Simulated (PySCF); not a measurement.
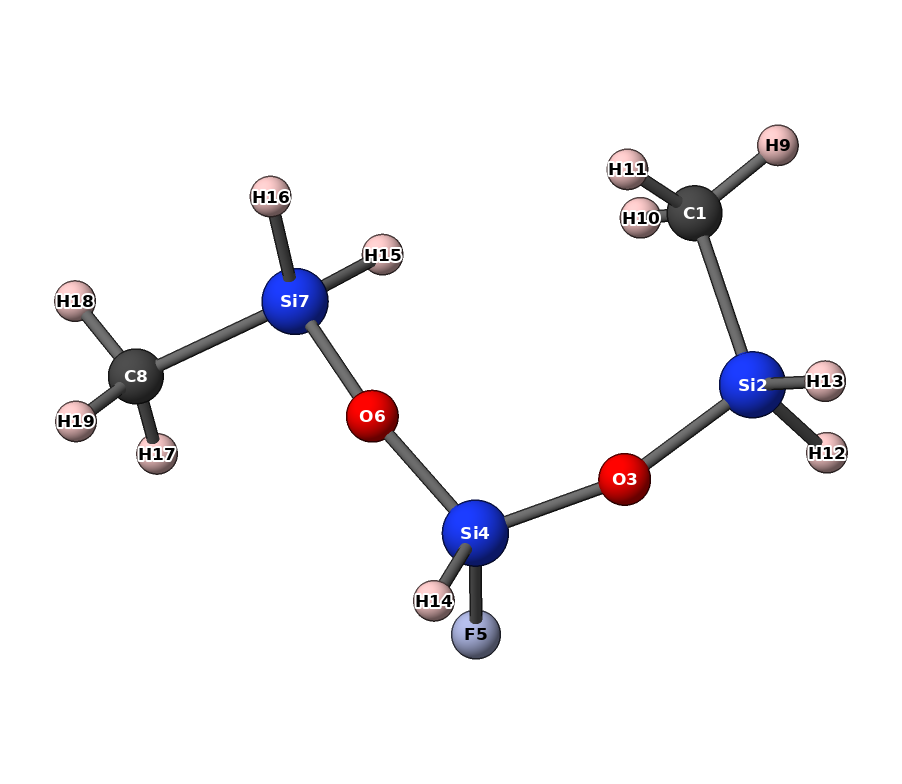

The questions are on isotropic NMR shieldings of the Si atoms. The geometry was computed by an optimisation with GFN2-xTB. No frequency run is at hand to confirm it as a minimum. Properties computed with GIAO PBE0/pcSseg-1 NMR shielding, non-relativistic, gas phase (PySCF 2.14.0).

Give the isotropic NMR shieldings of the Si atoms atom by atom.

| atom | σ (ppm) |
| --- | --- |
| Si2 | 370.6 |
| Si4 | 427.9 |
| Si7 | 372.4 |

The geometry is semi-empirical. Around Si such bond lengths and angles can be off by a tenth of an ångström or more and by several degrees, and values that hang on the shape move with them.
